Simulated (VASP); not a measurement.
Given:

```xyz
8
Lattice="5.3842 0.0000 0.0000 0.0000 5.3842 0.0000 0.0000 0.0000 5.3842" Properties=species:S:1:pos:R:3 pbc="T T T"
Cd     0.0000     0.0000     0.0000
Se     1.4666     1.4666     1.4666
Se     3.9176     3.9176     1.4666
Se     3.9176     1.4666     3.9176
Se     1.4666     3.9176     3.9176
Be     2.6921     2.6921     0.0000
Be     2.6921     0.0000     2.6921
Be     0.0000     2.6921     2.6921
```

Computed with PBEsol GGA, VASP's PBE PAW potentials (set 64) (plane waves; VASP). Numerical set-up: 400 eV cut-off, 5×5×5 Γ-centred mesh, tetrahedra with Blöchl corrections, potentials Cd Se Be.

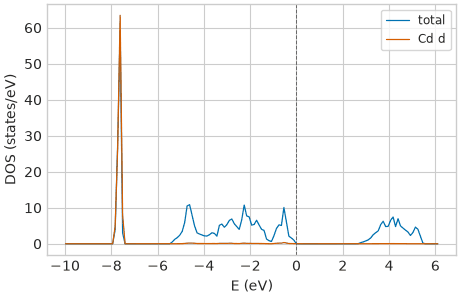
Figure. Total and projected density of states, zero at the valence-band maximum

Within 2 eV below the valence-band maximum the largest weight inside VASP's projection spheres is Se p.

The gap is direct, 2.64 eV, from the valence maximum at Γ to the conduction minimum at Γ.

The structure was generated: Be3CdSe4 was put into an ordered model structure (P-43m), which need not be its known phase. It was relaxed first.
